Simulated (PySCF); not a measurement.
# AlCl2 (SMILES [Cl][Al][Cl]) at 5 levels

We compute a comparison of 5 runs (UB2PLYP/cc-pVDZ, UB2PLYP/cc-pV(D+d)Z, UB2PLYP/cc-pVTZ, UB2PLYP/cc-pV(T+d)Z, UB2PLYP/cc-pVQZ) of AlCl2. The job is set up through a Python script.

The results are computed with PySCF 2.14.0.

### 1 The system as given

The species is AlCl2 (3 atoms), meant as a doublet with charge 0. As SMILES, `[Cl][Al][Cl]`. The shape is that of a PBE0-D4/def2-TZVP optimisation.

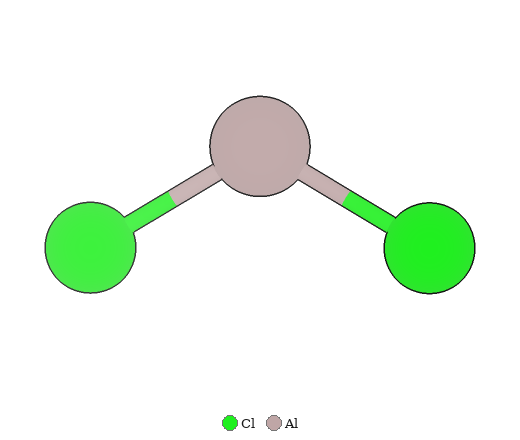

The structure, seen from a chosen angle (chlorine green, aluminium light grey).

### 2 The energy at UB2PLYP/cc-pVDZ (run 1)

Contents of input.xyz:

```xyz
3
AlCl2
Cl     1.374800     0.868300     0.838700
Al    -0.432100     0.520700    -0.177200
Cl    -0.953600    -1.453800    -0.674700
```

Contents of job.py:

```python
from pyscf import gto, dft, mp

mol = gto.M(
    atom='input.xyz',
    charge=0,
    spin=1,
    max_memory=1860,
    verbose=3,
    basis='cc-pvdz',
)

myscf = dft.UKS(mol)
myscf.xc = '0.53*HF + 0.47*B88, 0.73*LYP'
myscf.conv_tol = 1e-10
myscf.grids.level = 4
myscf.kernel()
if not myscf.converged:
    myscf = myscf.newton().run(myscf.mo_coeff, myscf.mo_occ)

pt = mp.MP2(myscf, frozen=15).run()
etot = myscf.e_tot + 0.27 * pt.e_corr
print('PT2 part  %.8f' % (0.27 * pt.e_corr))
print('Final energy', etot)
```

Launch:

```
$ OMP_NUM_THREADS=1 python job.py
```

Log:

```text
converged SCF energy = -1162.42214641222  <S^2> = 0.7523947  2S+1 = 2.0023933
E(UMP2) = -1162.79800645045  E_corr = -0.375860038231164
E(SCS-UMP2) = -1162.78305359729  E_corr = -0.360907185071196
PT2 part  -0.10148221
Final energy -1162.5236286225404
```

It took 7.5 s on 1 thread of Arm Neoverse V1, shared host; peak memory 0.28 GiB.

### 3 The energy at UB2PLYP/cc-pV(D+d)Z (run 2)

Contents of job.py:

```python
from pyscf import gto, dft, mp

molecule = gto.Mole()
molecule.atom = [
    ('Cl', (1.374800, 0.868300, 0.838700)),
    ('Al', (-0.432100, 0.520700, -0.177200)),
    ('Cl', (-0.953600, -1.453800, -0.674700)),
]
molecule.verbose = 4
molecule.max_memory = 1860
molecule.spin = 1
molecule.basis = 'cc-pv(d+d)z'
molecule.build()

myscf = dft.UKS(molecule, xc='0.53*HF + 0.47*B88, 0.73*LYP')
myscf.conv_tol = 1e-10
myscf.grids.level = 4
myscf.kernel()
if not myscf.converged:
    myscf = myscf.newton().run(myscf.mo_coeff, myscf.mo_occ)

pt = mp.MP2(myscf, frozen=15).run()
energy = myscf.e_tot + 0.27 * pt.e_corr
print('PT2 part  %.8f' % (0.27 * pt.e_corr))
print(f'total energy: {energy:.8f} hartree')
```

Launch:

```
$ OMP_NUM_THREADS=1 python job.py
```

Log:

```text
PySCF version 2.14.0

[INPUT] num. atoms = 3
[INPUT] num. electrons = 47
[INPUT] charge = 0
[INPUT] spin (= nelec alpha-beta = 2S) = 1
[INPUT] symmetry False subgroup None
[INPUT] Mole.unit = angstrom
[INPUT] Symbol           X                Y                Z      unit          X                Y                Z       unit  Magmom
[INPUT]  1 Cl     1.374800000000   0.868300000000   0.838700000000 AA    2.597995476052   1.640849193960   1.584913300673 Bohr   0.0
[INPUT]  2 Al    -0.432100000000   0.520700000000  -0.177200000000 AA   -0.816550658425   0.983980393061  -0.334859469273 Bohr   0.0
[INPUT]  3 Cl    -0.953600000000  -1.453800000000  -0.674700000000 AA   -1.802042832385  -2.747283839893  -1.274998216244 Bohr   0.0

[... 43 lines left out ...]
WARN: HOMO -0.168062690374411 >= LUMO -0.16806269037441
[... 46 lines left out ...]
converged SCF energy = -1162.42975959932  <S^2> = 0.7523974  2S+1 = 2.002396
[... 1 line left out ...]
******** <class 'pyscf.mp.ump2.UMP2'> ********
nocc = (np.int64(9), np.int64(8)), nmo = (54, 54)
frozen orbitals 15
E(UMP2) = -1162.8163750163  E_corr = -0.386615416980918
E(SCS-UMP2) = -1162.80094766069  E_corr = -0.371188061368767
E_corr(same-spin) = -0.107019737317309
E_corr(oppo-spin) = -0.279595679663609
PT2 part  -0.10438616
total energy: -1162.53414576 hartree
```

Run time: 11 s. Hardware: 1 thread of Arm Neoverse V1, shared host; peak memory 0.34 GiB.

Runs 3 to 4 aren't shown in full; the table further down has their settings and results.

### 4 A single-point energy at UB2PLYP/cc-pVQZ (run 5)

Contents of input.py:

```python
from pyscf import gto, dft, mp

molecule = gto.M(
    atom=[
    ('Cl', (1.374800, 0.868300, 0.838700)),
    ('Al', (-0.432100, 0.520700, -0.177200)),
    ('Cl', (-0.953600, -1.453800, -0.674700)),
],
    spin=1,
    max_memory=1860,
    charge=0,
    verbose=3,
    basis='cc-pvqz',
)

mf = dft.UKS(molecule, xc='0.53*HF + 0.47*B88, 0.73*LYP')
mf.grids.level = 4
mf.conv_tol = 1e-10
mf.kernel()
if not mf.converged:
    mf = mf.newton().run(mf.mo_coeff, mf.mo_occ)

pt = mp.MP2(mf, frozen=15).run()
energy = mf.e_tot + 0.27 * pt.e_corr
print('PT2 part  %.8f' % (0.27 * pt.e_corr))
print('E(%s) = %.9f' % ('B2PLYP', energy))
```

Launch:

```
$ OMP_NUM_THREADS=1 python input.py
```

Log:

```text
WARN: HOMO -0.168836706696172 >= LUMO -0.168836706696183

converged SCF energy = -1162.48109131186  <S^2> = 0.7524861  2S+1 = 2.0024846
E(UMP2) = -1163.04562927973  E_corr = -0.564537967872583
E(SCS-UMP2) = -1163.03765634514  E_corr = -0.556565033281312
PT2 part  -0.15242525
E(B2PLYP) = -1162.633516563
```

Run time: 95 s. Hardware: 1 thread of Arm Neoverse V1, shared host; peak memory 2 GiB.

### 5 All runs side by side

```
run                level   energy (Eh)  dipole moment (D)  HOMO energy (eV)  LUMO energy (eV)  wall time
  1      UB2PLYP/cc-pVDZ  -1162.523629               1.70             -7.58             -2.15      7.5 s
  2  UB2PLYP/cc-pV(D+d)Z  -1162.534146               1.69             -7.58             -2.14       11 s
  3      UB2PLYP/cc-pVTZ  -1162.608202               1.64             -7.59             -2.17       18 s
  4  UB2PLYP/cc-pV(T+d)Z  -1162.612059               1.62             -7.59             -2.17       25 s
  5      UB2PLYP/cc-pVQZ  -1162.633517               1.66             -7.62             -2.21       95 s
```

Convergence of the total energy of doublet AlCl2 with the basis set, against the last point:

```
  basis set  from the last (mEh)  wall time
    cc-pVDZ             +109.888      7.5 s
cc-pV(D+d)Z              +99.371       11 s
    cc-pVTZ              +25.314       18 s
cc-pV(T+d)Z              +21.457       25 s
    cc-pVQZ               +0.000       95 s
```

Convergence of the dipole moment (SCF part) of doublet AlCl2 with the basis set, against the last point:

```
  basis set  from the last (D)  wall time
    cc-pVDZ            +0.0397      7.5 s
cc-pV(D+d)Z            +0.0205       11 s
    cc-pVTZ            -0.0287       18 s
cc-pV(T+d)Z            -0.0488       25 s
    cc-pVQZ            +0.0000       95 s
```

### 6 What came out

| quantity | value |
| --- | --- |
| run 5: total energy | -1162.63352 Eh |
| run 5: dipole moment (SCF part) | 1.66 D |
| run 5: HOMO energy (SCF part's orbitals) (highest over α and β) | -7.62 eV |
| run 5: LUMO energy (SCF part's orbitals) (lowest over α and β) | -2.21 eV |
| run 5: ⟨S²⟩ | 0.752 |

The dipole moment (its size) runs from 1.62 D (UB2PLYP/cc-pV(T+d)Z) to 1.70 D (UB2PLYP/cc-pVDZ). A double hybrid's value is that of its SCF part. All runs together took 2.6 min, the longest 95 s.
